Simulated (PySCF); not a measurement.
# MoSe₂⁺: structure of the doublet

Where does doublet MoSe₂⁺ go from a bent start, is the end point a minimum, and what are its modes, charges and moments?

Method: PBE0, basis Mo def2-SVP with ECP28, Se def2-SVP, scalar-relativistic core potentials, no spin–orbit coupling, density fitting; program: PySCF 2.14.0.

## Step 1: Where the work starts

3 atoms, charge 1, spin multiplicity 2.

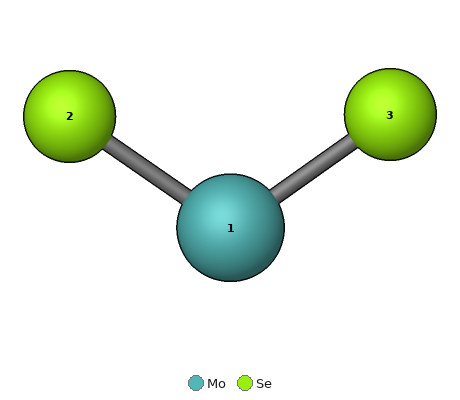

Start geometry, drawn with molybdenum teal, selenium green; atoms are numbered from 1 in the order of the file.

Z-matrix (Å, degrees; charge 1 multiplicity 2):
```
Mo
Se 1 2.2344
Se 1 2.2344 2 110.00
```

## Step 2: Relaxation: bent start, doublet

The steps below are one call of a driver around PySCF. For each, scf.py gives the equivalent set-up of the SCF; relaxations use the driver's own optimiser. Before each start the driver seeks the lowest SCF state from one or more starting densities and follows internal instabilities, so scf.py alone need not reach the same state.

The program finds C2v symmetry in the start, which this walk keeps. The walk stops when the largest gradient is under 0.0003 Eh/bohr and the energy has settled too.

Input file scf.py:

```python
from pyscf import gto, scf, dft
mol = gto.M(atom='''
Mo     0.000000     0.000000    -0.794767
Se     1.830300    -0.000000     0.486833
Se    -1.830300     0.000000     0.486833''',
    basis={'Mo': 'def2-SVP', 'Se': 'def2-SVP'},
    ecp={'Mo': 'def2-SVP'},
    charge=1, spin=1)
mf = dft.UKS(mol, xc='PBE0')
mf.grids.atom_grid = (50, 194)
aux = {'Mo': 'def2-universal-JKFIT', 'Se': 'def2-universal-JKFIT'}
mf = mf.density_fit(auxbasis=aux)
mf.kernel()
```

After this run come: Vibrations and properties at this point.

Before running it: what results should come out? Wanted: minimum; geometry; wavenumbers; dipole moment; highest occupied, lowest empty level; polar-tensor charge of Mo1; zero-point energy; ⟨S²⟩.

The runs gave:

```
                                          quantity                                value
                                           minimum                         doublet, C2v
                                          geometry  Mo–Se 2.214 Å (×2); Se–Mo–Se 105.9°
                                wavenumbers (cm⁻¹)         134 (a1), 348 (a1), 373 (b2)
                    dipole moment (centre of mass)                               3.71 D
highest occupied, lowest empty level (either spin)                     -12.13, -9.72 eV
                        polar-tensor charge of Mo1                              +0.93 e
                                 zero-point energy                           5.1 kJ/mol
                               entropy at 298.15 K                      320.1 J/(mol K)
                                              ⟨S²⟩                                1.123
```

What this shows: The molecule stays C2v, as typed, and the end point is a minimum. The determinant is spin-contaminated (⟨S²⟩ = 1.12 against 0.75), so it is no pure spin state. In the infrared the band at 373 cm⁻¹ (b2, stretch) leads. Most of the spin sits on Mo1 (Mulliken spin 2.12, against 1 for the whole molecule). Only this shape and spin were tried, so other structures or states may lie lower. One determinant may miss the lowest occupation of an open d or f shell.
